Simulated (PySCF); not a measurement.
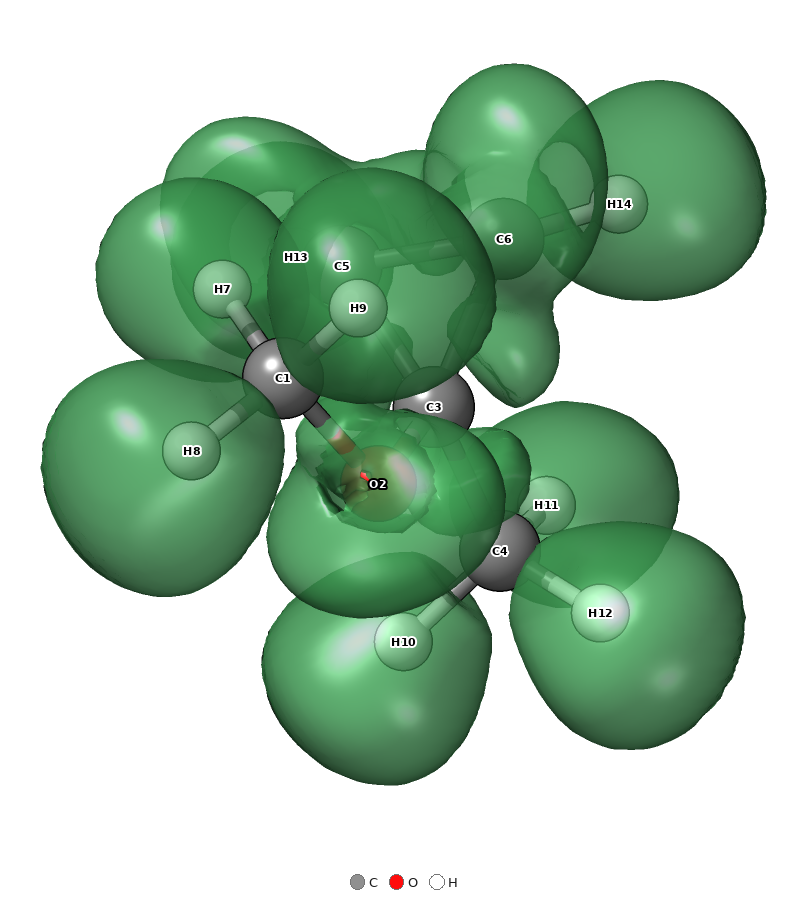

*C₅H₈O (charge −1, doublet). Isosurface of the electron localisation function at 0.75 (green), seen at an oblique angle. Core shells and regions of very low density are left out.*

Geometry: GFN2-xTB.

All numbers below come from UKS B3LYP, pcH-1 on C H O, non-relativistic, mean-field spin-orbit, GIAO in PySCF.

```xyz
14

C     2.0562    0.1189   -0.1273
O     0.9992   -0.7585    0.0556
C    -0.3310   -0.0885   -0.0348
C    -1.3141   -1.1197    0.5025
C    -0.4285    1.3673    0.1925
C    -0.6273    0.8536   -1.1330
H     1.7202    1.1295    0.1759
H     2.9043   -0.2124    0.4853
H     2.3740    0.1646   -1.1820
H    -1.0890   -1.3718    1.5431
H    -2.3274   -0.7199    0.4514
H    -1.2703   -2.0420   -0.0834
H    -1.1313    1.8532    0.8842
H    -1.5358    0.8252   -1.7520
```

Question: Describe the localisation domains.

Answer: At this value the surface marks out one region between bonded C–C atoms (shared pairs), six regions around hydrogen nuclei, one region on O in which the atom's valence shell and bonds are merged and one joined region spread over several atoms (C, H), in which their bonds and any lone pairs are merged.

Values along the shortest contacts:
C–O (1.39 Å): the ELF peaks at about 0.90 between the atoms; a polar covalent bond. C–C (1.44 Å): the ELF peaks at about 0.85 between the atoms; localised, covalent bonding.
